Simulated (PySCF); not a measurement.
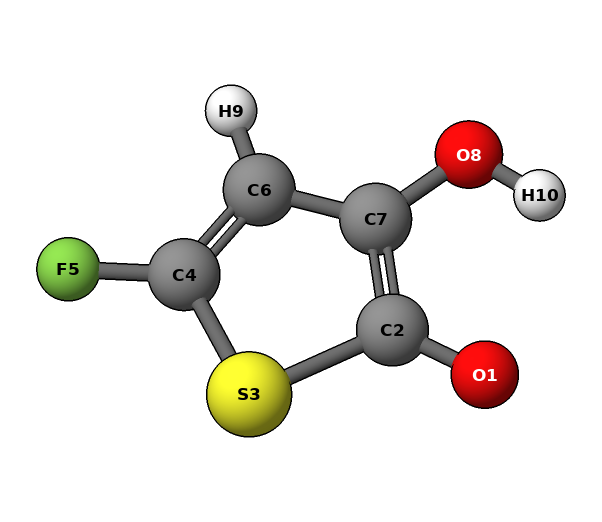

The questions are on Mulliken spin populations. The species is neutral and a spin doublet. The geometry was computed by an optimisation with GFN2-xTB. No frequency run is at hand to confirm it as a minimum. Method: UKS B3LYP, pcH-1 on C F H O S, non-relativistic (PySCF 2.14.0).

List the Mulliken spin populations.

```
atom  value (e)
  O1       0.27
  C2       0.07
  S3      −0.04
  C4       0.36
  F5       0.03
  C6      −0.14
  C7       0.35
  O8       0.09
  H9       0.00
 H10       0.00
```

Mulliken values depend strongly on the basis set.
